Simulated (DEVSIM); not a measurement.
Structure: Cr/SiO2/p-Ge capacitor, at 400 K.

```
layer (left to right)  material  thickness (nm)  Na (cm⁻³)
---------------------  --------  --------------  ---------
1                          SiO2            7.70          -
2                            Ge            9800     7.4e15
```

Metal gate on the left, work function 4.5 eV. Fixed charge at the semiconductor interface 1.1e10 cm⁻² (in units of +e); no interface traps.

Constants are typed, rounded textbook-type inputs, not results; the design itself was drawn at random and stands for no fabricated device. Values at 300 K; Nc and Nv go as T^1.5, mobilities as T to minus their exponent, the gap by Varshni's rule with the affinity fixed.

| parameter | SiO2 | Ge |
|---|---|---|
| gap (eV) | 9 | 0.664 |
| affinity (eV) | 0.9 | 4 |
| permittivity | 3.9 | 16 |
| Nc (cm⁻³) | - | 1.04e19 |
| Nv (cm⁻³) | - | 6e18 |
| Varshni α (eV/K) | - | 0.000477 |
| Varshni β (K) | - | 235 |

DEVSIM, 1D Poisson equation in equilibrium, Boltzmann statistics, complete ionisation; no quantum confinement or tunnelling. Metal contacts follow the ideal Schottky-Mott rule: no Fermi-level pinning, no interface dipoles.

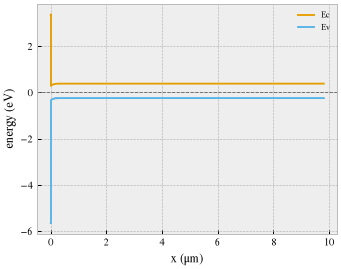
Figure. Band edges at 0.25 V on the gate

Energies count from the Fermi level of the right contact; mesh points crowd at the junctions.

```json
[
 {"x (μm)": "0.000", "Ec (eV)": "3.350", "Ev (eV)": "-5.650", "n (cm⁻³)": "< 1e2", "p (cm⁻³)": "< 1e2", "field (V/cm)": "43000"},
 {"x (μm)": "0.001416", "Ec (eV)": "3.356", "Ev (eV)": "-5.644", "n (cm⁻³)": "< 1e2", "p (cm⁻³)": "< 1e2", "field (V/cm)": "43000"},
 {"x (μm)": "0.003978", "Ec (eV)": "3.367", "Ev (eV)": "-5.633", "n (cm⁻³)": "< 1e2", "p (cm⁻³)": "< 1e2", "field (V/cm)": "43000"},
 {"x (μm)": "0.006447", "Ec (eV)": "3.378", "Ev (eV)": "-5.622", "n (cm⁻³)": "< 1e2", "p (cm⁻³)": "< 1e2", "field (V/cm)": "43000"},
 {"x (μm)": "0.008168", "Ec (eV)": "0.284", "Ev (eV)": "-0.340", "n (cm⁻³)": "4.3e15", "p (cm⁻³)": "4.7e14", "field (V/cm)": "12000"},
 {"x (μm)": "0.01047", "Ec (eV)": "0.286", "Ev (eV)": "-0.338", "n (cm⁻³)": "4.0e15", "p (cm⁻³)": "5.1e14", "field (V/cm)": "11000"},
 {"x (μm)": "0.01603", "Ec (eV)": "0.292", "Ev (eV)": "-0.332", "n (cm⁻³)": "3.3e15", "p (cm⁻³)": "6.1e14", "field (V/cm)": "11000"},
 {"x (μm)": "0.03761", "Ec (eV)": "0.313", "Ev (eV)": "-0.311", "n (cm⁻³)": "1.8e15", "p (cm⁻³)": "1.1e15", "field (V/cm)": "8500"},
 {"x (μm)": "0.08154", "Ec (eV)": "0.343", "Ev (eV)": "-0.281", "n (cm⁻³)": "7.7e14", "p (cm⁻³)": "2.6e15", "field (V/cm)": "5200"},
 {"x (μm)": "0.1816", "Ec (eV)": "0.371", "Ev (eV)": "-0.253", "n (cm⁻³)": "3.4e14", "p (cm⁻³)": "6.0e15", "field (V/cm)": "1300"},
 {"x (μm)": "0.4290", "Ec (eV)": "0.379", "Ev (eV)": "-0.245", "n (cm⁻³)": "2.7e14", "p (cm⁻³)": "7.6e15", "field (V/cm)": "26"},
 {"x (μm)": "1.390", "Ec (eV)": "0.380", "Ev (eV)": "-0.245", "n (cm⁻³)": "2.6e14", "p (cm⁻³)": "7.7e15", "field (V/cm)": "≈ 0"},
 {"x (μm)": "3.346", "Ec (eV)": "0.380", "Ev (eV)": "-0.245", "n (cm⁻³)": "2.6e14", "p (cm⁻³)": "7.7e15", "field (V/cm)": "≈ 0"},
 {"x (μm)": "6.759", "Ec (eV)": "0.380", "Ev (eV)": "-0.245", "n (cm⁻³)": "2.6e14", "p (cm⁻³)": "7.7e15", "field (V/cm)": "≈ 0"},
 {"x (μm)": "8.846", "Ec (eV)": "0.380", "Ev (eV)": "-0.245", "n (cm⁻³)": "2.6e14", "p (cm⁻³)": "7.7e15", "field (V/cm)": "≈ 0"},
 {"x (μm)": "9.410", "Ec (eV)": "0.380", "Ev (eV)": "-0.245", "n (cm⁻³)": "2.6e14", "p (cm⁻³)": "7.7e15", "field (V/cm)": "≈ 0"},
 {"x (μm)": "9.643", "Ec (eV)": "0.380", "Ev (eV)": "-0.245", "n (cm⁻³)": "2.6e14", "p (cm⁻³)": "7.7e15", "field (V/cm)": "≈ 0"},
 {"x (μm)": "9.740", "Ec (eV)": "0.380", "Ev (eV)": "-0.245", "n (cm⁻³)": "2.6e14", "p (cm⁻³)": "7.7e15", "field (V/cm)": "≈ 0"},
 {"x (μm)": "9.788", "Ec (eV)": "0.380", "Ev (eV)": "-0.245", "n (cm⁻³)": "2.6e14", "p (cm⁻³)": "7.7e15", "field (V/cm)": "≈ 0"},
 {"x (μm)": "9.800", "Ec (eV)": "0.380", "Ev (eV)": "-0.245", "n (cm⁻³)": "2.6e14", "p (cm⁻³)": "7.7e15", "field (V/cm)": "≈ 0"},
 {"x (μm)": "9.805", "Ec (eV)": "0.380", "Ev (eV)": "-0.245", "n (cm⁻³)": "2.6e14", "p (cm⁻³)": "7.7e15", "field (V/cm)": "≈ 0"},
 {"x (μm)": "9.808", "Ec (eV)": "0.380", "Ev (eV)": "-0.245", "n (cm⁻³)": "2.6e14", "p (cm⁻³)": "7.7e15", "field (V/cm)": "≈ 0"}
]
```
